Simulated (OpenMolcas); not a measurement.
**Excited-state calculation, with input and output: C4H4N2 (part 1 of 4)**

C4H4N2 (pyridazine), SMILES c1ccnnc1, computed with CASPT2/ANO-RCC-VDZP, DKH2 (OpenMolcas 26.06).

The geometry comes from this level: GFN2-xTB.

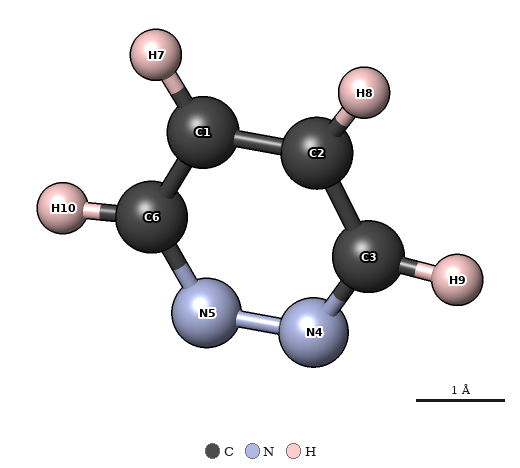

*The structure (ball-and-stick view, seen at a tilt; atoms are numbered from 1 in the order of the input).*

Bond lengths as drawn: C–C 1.38 to 1.39 Å, C–H 1.08 Å, C–N 1.32 Å and N–N 1.30 Å.

### The input
```
&GATEWAY
  Coord
  10
  bohr
  C      1.52330823    -0.56924220    -1.18493387
  C      0.18239637    -1.90911471     0.60779261
  C     -1.73609139    -0.61395312     1.86563212
  N     -2.28409307     1.77252531     1.40229017
  N     -1.02324890     3.03267028    -0.28404473
  C      0.82104821     1.94292192    -1.55622726
  H      3.04431099    -1.41183328    -2.25234567
  H      0.58810167    -3.86484897     1.02506304
  H     -2.88525274    -1.51374621     3.29439735
  H      1.76952065     3.13462100    -2.91762375
  Basis
  ANO-RCC-VDZP
  Group
  NoSym
  RICD

&SEWARD

&RASSCF
  FileOrb
  $CurrDir/step2.RasOrb
  Spin
  1
  Nactel
  2 0 0
  Inactive
  20
  Ras2
  2
  CIRoot
  3 3 1
  OrbListing
  Nothing
  OrbAppear
  Compact

&CASPT2
  Multistate
  all
  Imaginary
  0.2

&RASSI
  NrOfJobIphs
  1 all
  IphNames
  JOBMIX
  EJob
```

Hardware: 1 thread of Intel Xeon (Sapphire Rapids), 16 GiB of memory available, shared host.

Launched with:
```bash
export MOLCAS_MEM=1860
pymolcas step3.inp > step3.log
```

### The program's output
```
--- Start Module: gateway ---

                                              &GATEWAY

                       available to each process: 1.9 GB of memory, 1 thread

++    Symmetry information:
      ---------------------

                    Character Table for C1

                             E
                    a        1  x, y, xy, Rz, z, xz, Ry, yz, Rx, I
--

++    Basis set information:
      ----------------------

      Basis set label: C.ANO-RCC...3S2P1D.

      Electronic valence basis set:
      ------------------
      Associated Effective Charge   6.000000 au
      Associated Actual Charge      6.000000 au
      Nuclear Model: Point charge

      Shell  nPrim  nBasis  Cartesian Spherical Contaminant
         s      14       3        X
         p       9       2        X
         d       4       1                 X

      Basis set label: N.ANO-RCC...3S2P1D.

      Electronic valence basis set:
      ------------------
      Associated Effective Charge   7.000000 au
      Associated Actual Charge      7.000000 au
      Nuclear Model: Point charge

      Shell  nPrim  nBasis  Cartesian Spherical Contaminant
         s      14       3        X
         p       9       2        X
         d       4       1                 X

      Basis set label: C.ANO-RCC...3S2P1D.

      Electronic valence basis set:
      ------------------
      Associated Effective Charge   6.000000 au
      Associated Actual Charge      6.000000 au
      Nuclear Model: Point charge

      Shell  nPrim  nBasis  Cartesian Spherical Contaminant
         s      14       3        X
         p       9       2        X
         d       4       1                 X

      Basis set label: H.ANO-RCC...2S1P.

      Electronic valence basis set:
      ------------------
      Associated Effective Charge   1.000000 au
      Associated Actual Charge      1.000000 au
      Nuclear Model: Point charge

      Shell  nPrim  nBasis  Cartesian Spherical Contaminant
         s       8       2        X
         p       4       1        X
--

++    Molecular structure info:
      -------------------------

                    ************************************************
                    **** Cartesian Coordinates / bohr, angstrom ****
                    ************************************************

     Center  Label                x              y              z                     x              y              z
        1      C1               1.523308      -0.569242      -1.184934              0.806100      -0.301230      -0.627040
        2      C2               0.182396      -1.909115       0.607793              0.096520      -1.010260       0.321630
        3      C3              -1.736091      -0.613953       1.865632             -0.918700      -0.324890       0.987250
        4      N4              -2.284093       1.772525       1.402290             -1.208690       0.937980       0.742060
        5      N5              -1.023249       3.032670      -0.284045             -0.541480       1.604820      -0.150310
        6      C6               0.821048       1.942922      -1.556227              0.434480       1.028150      -0.823520
        7      H7               3.044311      -1.411833      -2.252346              1.610980      -0.747110      -1.191890
        8      H8               0.588102      -3.864849       1.025063              0.311210      -2.045190       0.542440
        9      H9              -2.885253      -1.513746       3.294397             -1.526810      -0.801040       1.743320
       10      H10              1.769521       3.134621      -2.917624              0.936390       1.658770      -1.543940

                    ***************************************
                    *    InterNuclear Distances / bohr    *
                    ***************************************

               1 C1            2 C2            3 C3            4 N4            5 N5            6 C6
    1 C1       0.000000
    2 C2       2.609056        0.000000
    3 C3       4.464486        2.634426        0.000000
    4 N4       5.164679        4.502141        2.492042        0.000000
    5 N5       4.502258        5.164319        4.292682        2.453858        0.000000
    6 C6       2.634767        4.464196        4.978523        4.292291        2.491472        0.000000
    7 H7       2.040288        4.076547        6.359764        7.203360        6.338207        4.084343
    8 H8       4.076729        2.040492        4.083718        6.338122        7.203193        6.359837
    9 H9       6.355463        4.096905        2.042442        3.839407        6.078010        7.015253
   10 H10      4.096515        6.355060        7.015744        6.078548        3.840012        2.042828

               7 H7            8 H8            9 H9           10 H10
    7 H7       0.000000
    8 H8       4.774061        0.000000
    9 H9       8.120127        4.768831        0.000000
   10 H10      4.768431        8.119921        9.047842        0.000000

                    *******************************************
                    *    InterNuclear Distances / angstrom    *
                    *******************************************

               1 C1            2 C2            3 C3            4 N4            5 N5            6 C6
    1 C1       0.000000
    2 C2       1.380653        0.000000
    3 C3       2.362504        1.394078        0.000000
    4 N4       2.733030        2.382430        1.318732        0.000000
    5 N5       2.382492        2.732840        2.271589        1.298526        0.000000
    6 C6       1.394259        2.362351        2.634521        2.271383        1.318430        0.000000
    7 H7       1.079674        2.157216        3.365442        3.811854        3.354035        2.161341
    8 H8       2.157312        1.079782        2.161011        3.353990        3.811765        3.365481
    9 H9       3.363166        2.167989        1.080814        2.031726        3.216345        3.712312
   10 H10      2.167783        3.362953        3.712572        3.216629        2.032047        1.081018

               7 H7            8 H8            9 H9           10 H10
    7 H7       0.000000
    8 H8       2.526324        0.000000
    9 H9       4.296986        2.523557        0.000000
   10 H10      2.523345        4.296877        4.787912        0.000000

                    **************************************
                    *    Valence Bond Angles / degree    *
                    **************************************
                          Atom centers                 Phi
                      2 C2       1 C1       6 C6       116.71
                      2 C2       1 C1       7 H7       122.04
                      6 C6       1 C1       7 H7       121.25
                      1 C1       2 C2       3 C3       116.74
                      1 C1       2 C2       8 H8       122.04
                      3 C3       2 C2       8 H8       121.22
                      2 C2       3 C3       4 N4       122.83
                      2 C2       3 C3       9 H9       121.81
                      4 N4       3 C3       9 H9       115.35
                      3 C3       4 N4       5 N5       120.44
                      4 N4       5 N5       6 C6       120.44
                      1 C1       6 C6       5 N5       122.85
                      1 C1       6 C6      10 H10      121.76
                      5 N5       6 C6      10 H10      115.39

           ***************************************************************
           *              Valence Dihedral Angles / degree               *
           ***************************************************************
                    Atom centers                       Phi1     Phi2     Theta
           6 C6       1 C1       2 C2       8 H8        116.71   122.04   179.93
           7 H7       1 C1       2 C2       8 H8        122.04   122.04    -0.14
           2 C2       1 C1       6 C6       5 N5        116.71   122.85     0.04
           2 C2       1 C1       6 C6      10 H10       116.71   121.76   179.86
           7 H7       1 C1       6 C6      10 H10       121.25   121.76    -0.07
           3 C3       2 C2       1 C1       6 C6        116.74   116.71    -0.04
           3 C3       2 C2       1 C1       7 H7        116.74   122.04   179.89
           1 C1       2 C2       3 C3       4 N4        116.74   122.83     0.04
           1 C1       2 C2       3 C3       9 H9        116.74   121.81   179.85
           8 H8       2 C2       3 C3       9 H9        121.22   121.81    -0.13
           4 N4       3 C3       2 C2       8 H8        122.83   121.22  -179.93
           2 C2       3 C3       4 N4       5 N5        122.83   120.44    -0.03
           5 N5       4 N4       3 C3       9 H9        120.44   115.35  -179.85
           3 C3       4 N4       5 N5       6 C6        120.44   120.44     0.02
           4 N4       5 N5       6 C6      10 H10       120.44   115.39  -179.86
           5 N5       6 C6       1 C1       7 H7        122.85   121.25  -179.89
           1 C1       6 C6       5 N5       4 N4        122.85   120.44    -0.03
--

            Nuclear Potential Energy            209.79694069 au

--- Stop Module: gateway /rc=_RC_ALL_IS_WELL_ ---

--- Start Module: seward ---

                                              &SEWARD

                       available to each process: 1.9 GB of memory, 1 thread

               SEWARD will generate:
                  Multipole Moment integrals up to order  2
                  Kinetic Energy integrals
                  Nuclear Attraction integrals (point charge)
                  One-Electron Hamiltonian integrals
                  Velocity integrals
                  Relativistic Douglas-Kroll-Hess integrals:
                    - Parametrization         : EXP
                    - DKH order of Hamiltonian: 2
                    - DKH order of Properties : 0
                         - multipole moment operators
                         - electric potential operators
                         - contact operators
                  Orbital angular momentum around ( -0.4284   0.6223   0.1448 )
                  Velocity quadrupole around ( -0.4284   0.6223   0.1448 )
                  Atomic mean-field integrals
                  RI decomposed two-electron repulsion integrals stored Cholesky style
                   - acCD auxiliary basis
                   - CD Threshold:   1.00E-04

                   Integrals are discarded if absolute value <: 1.00E-14
                   Integral cutoff threshold is set to       <: 1.00E-16

            Nuclear Potential Energy            209.79694069 au

      Basis set specifications :
      Symmetry species         a
      Basis functions          104

--- Stop Module: seward /rc=_RC_ALL_IS_WELL_ ---
--- Module seward spent 3 seconds ---

--- Start Module: rasscf ---

                                              &RASSCF

                       available to each process: 1.9 GB of memory, 1 thread

      Header of the ONEINT file:
      --------------------------

      OrdInt status: non-squared

      Cartesian coordinates in angstrom:
      -----------------------------------------------------
      No.  Label        X            Y            Z
      -----------------------------------------------------
       1   C1         0.80610000  -0.30123000  -0.62704000
       2   C2         0.09652000  -1.01026000   0.32163000
       3   C3        -0.91870000  -0.32489000   0.98725000
       4   N4        -1.20869000   0.93798000   0.74206000
       5   N5        -0.54148000   1.60482000  -0.15031000
       6   C6         0.43448000   1.02815000  -0.82352000
       7   H7         1.61098000  -0.74711000  -1.19189000
       8   H8         0.31121000  -2.04519000   0.54244000
       9   H9        -1.52681000  -0.80104000   1.74332000
      10   H10        0.93639000   1.65877000  -1.54394000
      -----------------------------------------------------
      Nuclear repulsion energy =  209.79694069

++    Wave function specifications:
      -----------------------------

      Number of closed shell electrons          40
      Number of electrons in active shells       2
      Max number of holes in RAS1 space          0
      Max nr of electrons in RAS3 space          0
      Number of inactive orbitals               20
      Number of active orbitals                  2
      Number of secondary orbitals              82
      Spin quantum number                      0.0
      State symmetry                             1
--

++    Orbital specifications:
      -----------------------

      Symmetry species                           1
                                                 a
      Frozen orbitals                            0
      Inactive orbitals                         20
      Active orbitals                            2
      RAS1 orbitals                              0
      RAS2 orbitals                              2
      RAS3 orbitals                              0
      Secondary orbitals                        82
      Deleted orbitals                           0
      Number of basis functions                104
--

++    CI expansion specifications:
      ----------------------------

      Number of CSFs                             3
      Number of spin combinations                3
      Number of determinants                     4
      Number of root(s) required                 3
      Root chosen for geometry opt.              3
      CI roots used                              1     2     3
      weights                                0.333 0.333 0.333
      highest root included in the CI            3
      max. size of the explicit Hamiltonian      3
--

++    Optimization specifications:
      ----------------------------

      RASSCF algorithm: LK RI/DF
      Maximum number of macro iterations       200
      Maximum number of SX iterations          100
      Threshold for RASSCF energy            1.000E-08
      Threshold for max MO rotation          1.000E-01
      Threshold for max BLB element          1.000E-04
      Level shift parameter                  5.000E-01
      Make Quasi-Newton update
--

      The MO-coefficients are taken from the file:
      step2.RasOrb
      Title: RASSCF average (pseudo-natural) orbitals

      Total molecular charge    0.00

      ************************************************************************************************************************
      *                                            Wave function control section                                             *
      ************************************************************************************************************************

                                         RASSCF iterations: Energy and convergence statistics
                                         ----------------------------------------------------

          iter iter root      energy       change     param      element    value   shift minimum  type update hh:mm:ss
 Nr of preliminary CI iterations:   1
        1   1    3    0  -262.65680955    0.00E+00  -1.87E-05   22  25 1  1.10E-05   0.30   0.00    SX    NO    0:00:00
        2   1    3    0  -262.65680955   -1.14E-09  -1.70E-05   22  25 1  9.97E-06   0.30   0.00    SX    NO    0:00:00
        3   1    3    0  -262.65680955   -7.33E-10  -1.67E-05   22  25 1  9.78E-06   0.30   0.00    SX    NO    0:00:00
        4   1    3    0  -262.65680955   -5.89E-10  -1.55E-05   22  25 1  9.09E-06   0.30   0.00    SX    NO    0:00:00
      Convergence after  4 iterations
        5   1    3    0  -262.65680955   -5.06E-10  -1.55E-05   22  25 1  8.76E-06   0.30   0.00    SX    NO    0:00:00

      ************************************************************************************************************************
                                                      Wave function printout:
                       occupation of active orbitals, and spin coupling of open shells (u,d: Spin up or down)
      ************************************************************************************************************************

      Note: transformation to natural orbitals
      has been made, which may change the order of the CSFs.

      printout of CI-coefficients larger than  0.05 for root  1
      energy=    -262.835716
      conf/sym  11     Coeff  Weight
             1  20   0.99080 0.98169
             2  ud   0.12891 0.01662

      printout of CI-coefficients larger than  0.05 for root  2
      energy=    -262.672977
      conf/sym  11     Coeff  Weight
             1  20  -0.12302 0.01513
             2  ud   0.98475 0.96973
             3  02   0.12303 0.01514

      printout of CI-coefficients larger than  0.05 for root  3
      energy=    -262.461736
      conf/sym  11     Coeff  Weight
             1  20   0.05635 0.00317
             2  ud  -0.11684 0.01365
             3  02   0.99155 0.98317

      Natural orbitals and occupation numbers for root  1
      sym 1:   1.995178   0.004822

      Natural orbitals and occupation numbers for root  2
      sym 1:   0.999987   1.000013

      Natural orbitals and occupation numbers for root  3
      sym 1:   0.004822   1.995178

      ************************************************************************************************************************
      *                                                    Final results                                                     *
      ************************************************************************************************************************
```
